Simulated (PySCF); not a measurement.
## A study: C₃H₉Al, SMILES `C[Al](C)C`

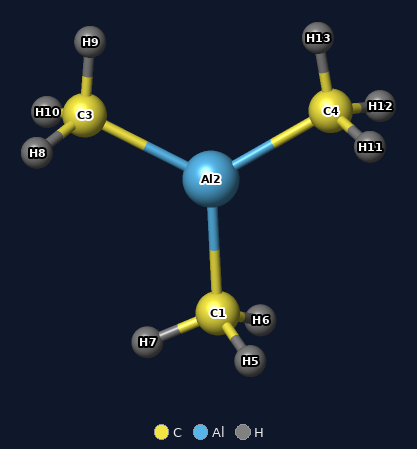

The molecule, with its atoms numbered as below. No frequency check shows the geometry to be a minimum.

Geometry (Å), atoms numbered from 1:

```
C1       0.0717   -1.9858   -0.0004
Al2     -0.0007    0.0079    0.0011
C3      -1.7715    0.9282   -0.0001
C4       1.6996    1.0522   -0.0008
H5       0.5972   -2.3867    0.8733
H6       0.5968   -2.3867   -0.8736
H7      -0.9263   -2.4371   -0.0028
H8      -2.3760    0.6627    0.8744
H9      -1.6811    2.0195   -0.0046
H10     -2.3764    0.6627   -0.8732
H11      2.3222    0.8303    0.8732
H12      2.3217    0.8304   -0.8741
H13      1.5323    2.1345    0.0008
```

Part 1: Bonding charge

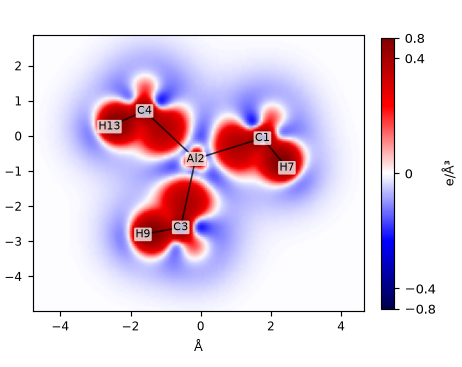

Deformation density (molecule less spherical, spin-averaged free atoms) in the plane of C1, Al2, C3, C4, H7, H9 and H13; colour scale in e/Å³, logarithmic beyond ±0.1; red: gain, blue: loss.

Level of theory: ωB97X/def2-TZVP (PySCF), at a geometry from GFN2-xTB.

**Describe the bonding that the map shows.**

C3–H9: +0.67 e/Å³ at the bond critical point (bond length 1.09 Å, Mayer order 1.0). C4–H13: +0.67 e/Å³ at the bond critical point (bond length 1.09 Å, Mayer order 1.0). C1–H7: +0.67 e/Å³ at the bond critical point (bond length 1.09 Å, Mayer order 1.0). C1–Al2: +0.16 e/Å³ at the bond critical point (bond length 2.00 Å, Mayer order 0.9). Al2–C4: +0.16 e/Å³ at the bond critical point (bond length 2.00 Å, Mayer order 0.9). Al2–C3: +0.16 e/Å³ at the bond critical point (bond length 2.00 Å, Mayer order 0.9). In all, 3.1 electrons gather in the regions of gain relative to the promolecule.

Part 2: Bond critical points

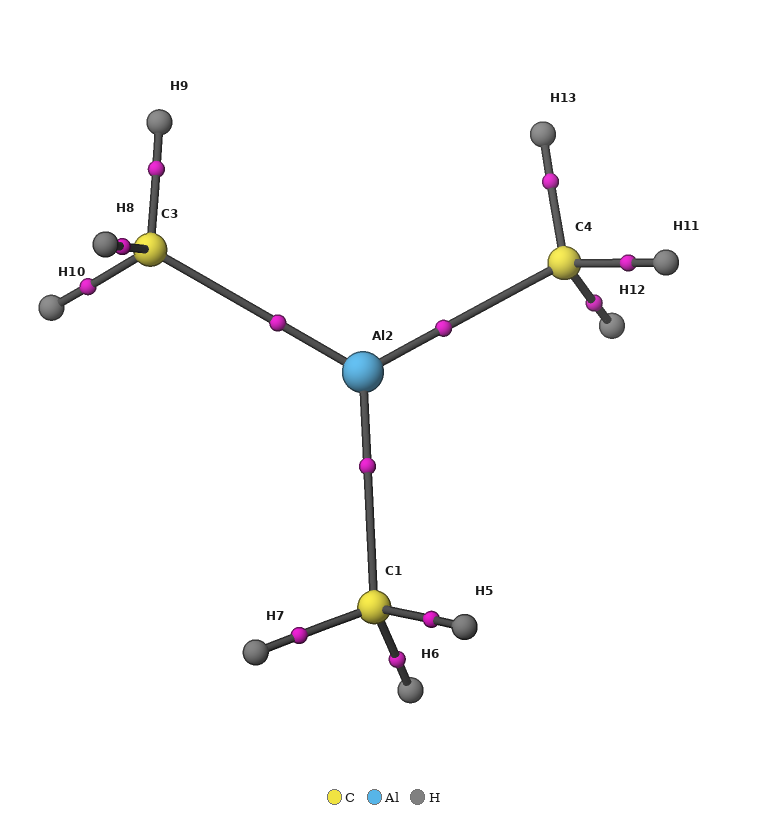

Molecular graph of the electron density (QTAIM): bond paths, bond critical points (magenta), ring points (cyan, if any); weak paths are dashed.

**How many critical points of each kind are there, and does the count close?**

13 nuclei, 12 bond, 0 ring and 0 cage critical points: 13 − 12 + 0 − 0 = 1, as the Poincaré–Hopf relation requires.

**Tabulate density, Laplacian, ellipticity and energy density at the bond critical points (atomic units).**

```
  bond  length (Å)  ρ (a.u.)  ∇²ρ (a.u.)     ε  H (a.u.)
 C3–H9       1.095     0.268       −0.88  0.03    −0.267
C4–H13       1.095     0.268       −0.88  0.03    −0.267
 C1–H7       1.095     0.268       −0.87  0.03    −0.267
C3–H10       1.095     0.267       −0.87  0.03    −0.266
C4–H12       1.095     0.267       −0.87  0.03    −0.266
 C1–H6       1.095     0.267       −0.87  0.03    −0.266
 C1–H5       1.096     0.266       −0.86  0.03    −0.265
C4–H11       1.096     0.266       −0.86  0.03    −0.265
 C3–H8       1.096     0.266       −0.86  0.03    −0.265
C1–Al2       1.995     0.083       +0.22  0.05    −0.026
Al2–C4       1.995     0.083       +0.22  0.05    −0.026
Al2–C3       1.996     0.083       +0.22  0.06    −0.026
```

**What kind of interaction is Al2–C3?**

Polar or intermediate (positive Laplacian, negative energy density H): ρ = 0.083, ∇²ρ = +0.22, H = −0.026 a.u.

Part 3: Local ionisation energy

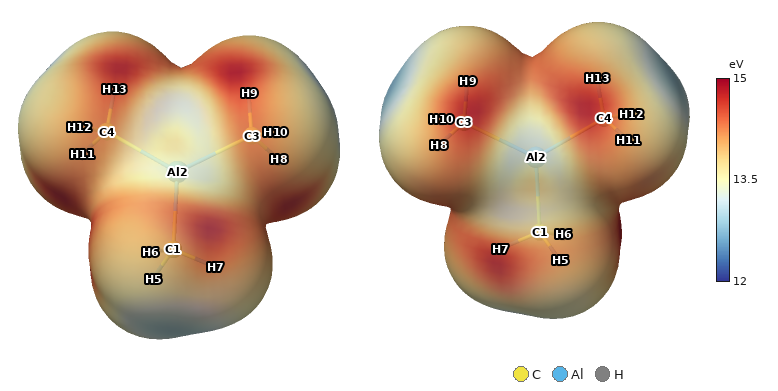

Average local ionisation energy on the surface of electron density 0.001 a.u. (back view left, front view right).

**Where are the most loosely bound electrons on this surface?**

The lowest value is 12.7 eV, near H7 (1.85 Å), H6 (1.91 Å), H5 (1.97 Å) and C1 (2.04 Å). Further minima include 13.2 eV, 2.0 Å from Al2, and at like points elsewhere. For comparison, the highest occupied orbital lies at −10.0 eV.

Part 4: In an electric field

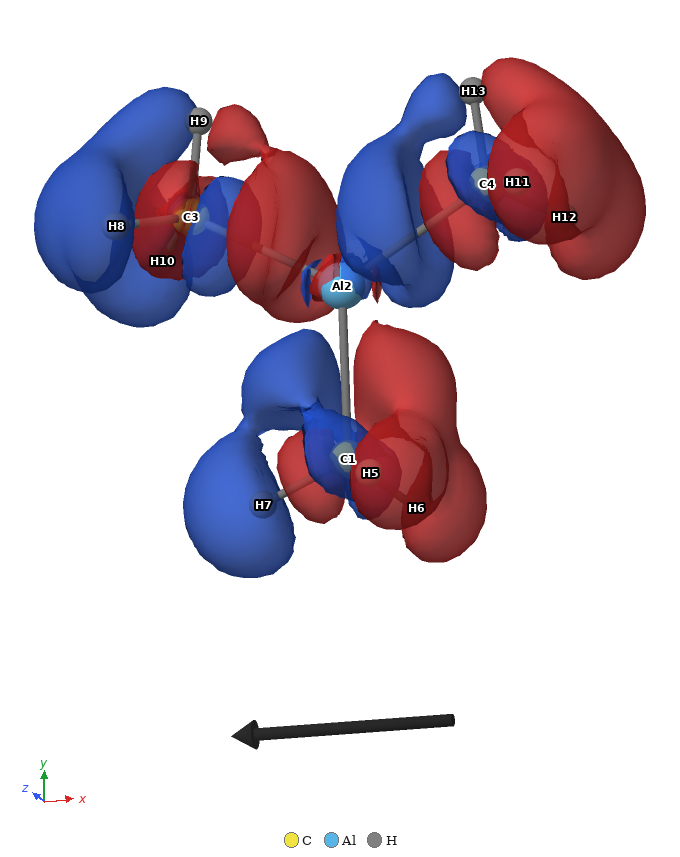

Change of the electron density in a uniform field of 0.21 V/Å along −x (arrow), surfaces at ±0.0015 e/Å³ (red: gain, blue: loss).

Computed with PySCF, ωB97X/def2-TZVP, geometry: GFN2-xTB. A basis without diffuse functions makes polarisabilities too small.

The field was applied in both directions; the picture shows the one opposite to the script's first.

**How large is the response?**

The induced dipole is 0.70 D (along the field); α along this axis, from the fields in both directions, is 69 bohr³ (10.2 Å³).

The PySCF runs shown took 21 s and 49 s on 1 thread of AMD EPYC 7R43 64-Core Processor (Zen 3) (shared host).
